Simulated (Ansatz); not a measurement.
Energy over volume and axial ratio for CdSe (zinc blende)

CdSe (zinc blende)

```xyz
2
Lattice="0.0000 3.0982 3.0982 3.0982 0.0000 3.0982 3.0982 3.0982 0.0000" Properties=species:S:1:pos:R:3 pbc="T T T"
Se     4.6473     4.6473     4.6473
Cd     0.0000     0.0000     0.0000
```

Grid over V/V₀ and (c/a)/(c/a)₀, subscript 0 meaning the relaxed cell; the conventional c axis lies along z; no internal relaxation.

These are PBE (plane waves to 420 eV, PAW, scalar-relativistic; Ansatz, a quantum-chemistry and plane-wave program) values and carry that method's errors. k mesh 9×9×9 (Γ-centred), Fermi-Dirac smearing 0.05 eV. E stands for the smeared free energy. CdSe was relaxed with its symmetry unable to fall. The PAW data are Ansatz's earlier set. The zero of ΔE is the relaxed starting cell.

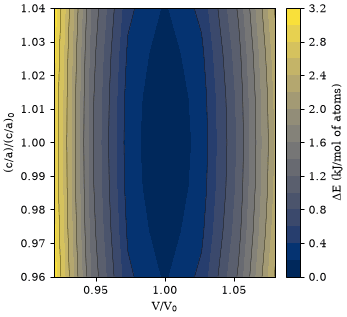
*ΔE (kJ/mol of atoms) over the 7×7 grid of computed points.*

The shear modulus C′ = (C11 − C12)/2 (fit, atoms clamped) is 8.8 GPa. Lowest place on the grid: V/V₀ = 1.000, (c/a)/(c/a)₀ = 1.000 (0.0 meV/atom). Highest place on the grid: V/V₀ = 0.920, (c/a)/(c/a)₀ = 1.040 (32.3 meV/atom).

Near the relaxed cell σzz − σxx = −2Cδ (compression positive), C being this modulus and δ the logarithm of the ratio.

(A scan under strain: stresses follow from slopes of the energy per volume, elastic moduli from its curvatures.)
